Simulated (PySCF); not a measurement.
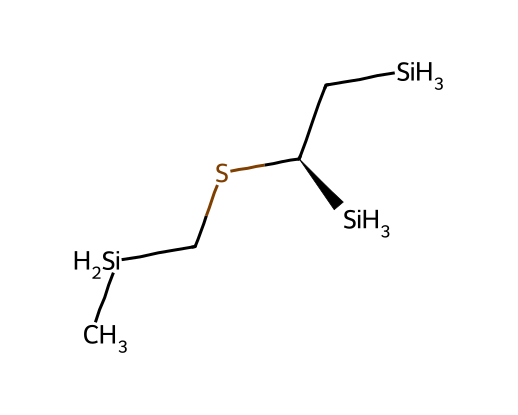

The geometry was computed by an optimisation with GFN2-xTB. No frequency run is at hand to confirm it as a minimum. Level of theory: PBE0/pcSseg-1, gas phase (PySCF 2.14.0).

Predict the main results.

The species is C₄H₁₆SSi₃ (`C[SiH2]CS[C@H]([SiH3])C[SiH3]`).
- dipole moment: 1.31 D
- HOMO energy (Kohn–Sham orbital): −6.44 eV
- LUMO energy (Kohn–Sham orbital): 0.26 eV
- HOMO–LUMO gap: 6.71 eV

The geometry is semi-empirical. Around Si such bond lengths and angles can be off by a tenth of an ångström or more and by several degrees, and values that hang on the shape move with them.
